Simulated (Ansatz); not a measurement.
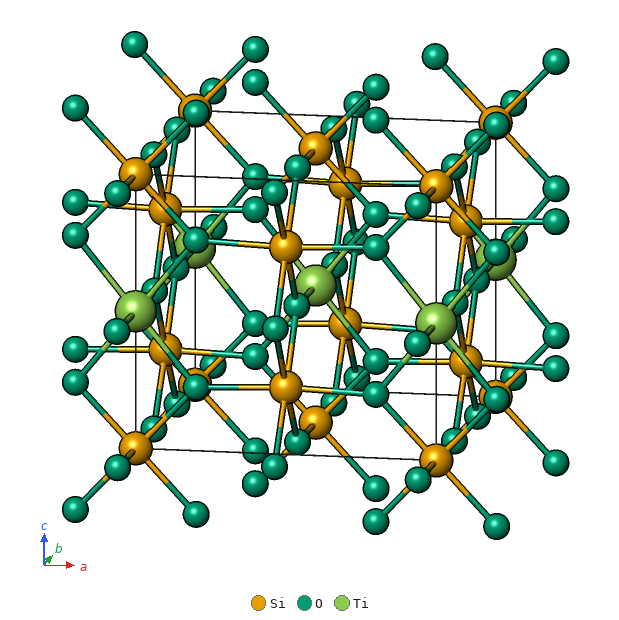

A ball-and-stick rendering, viewed slightly off an axis. The conventional unit cell is drawn as a box. A few atoms beyond the faces are included.

TiSi₃O₈, space group Cmmm (No. 65), a = 6.011 Å, b = 6.115 Å, c = 5.504 Å, α = 90.00°, β = 90.00°, γ = 90.00°. Starting structure: a structure type filled with these elements by a generator (whether the compound takes this form wasn't checked). Earlier steps of the study, as a rule a relaxation of our own, may have changed the cell and positions, so they can lie some per cent off the listed ones. Ansatz was used for an electronic-structure calculation on it.

This one geometry was computed with Ansatz (DFT, plane waves, PAW) at four levels of theory: PBE0, HSE06, r2SCAN and PBE. It was relaxed beforehand with r2SCAN.

Q: Which level gives the highest pressure at this volume, and what does that say about its equilibrium volume?

A: Highest: PBE (8.3 GPa), which points to the largest equilibrium volume. Lowest, with the smallest volume: PBE0 (-2.3 GPa) and HSE06 (-2.2 GPa). Levels within 0.5 GPa of each other can't be told apart.

Q: How does the band gap change with the level of theory?

A: PBE: a gap of 1.79 eV, direct; r2SCAN: a gap of 2.23 eV, direct; HSE06: a gap of 3.61 eV, direct; PBE0: a gap of 4.39 eV, direct.

Q: Collect the results in a table.

A:
| level | cutoff (eV) | k-mesh of the run's cell | gap (eV) | pressure (GPa) |
| --- | --- | --- | --- | --- |
| PBE0 | 420 | 4×4×4 | 4.39 | -2.3 |
| HSE06 | 420 | 4×4×4 | 3.61 | -2.2 |
| r2SCAN | 500 | 6×6×6 | 2.23 | 0.0 |
| PBE | 420 | 6×6×6 | 1.79 | 8.3 |

Gaps are taken on the k-mesh or band path of each run.
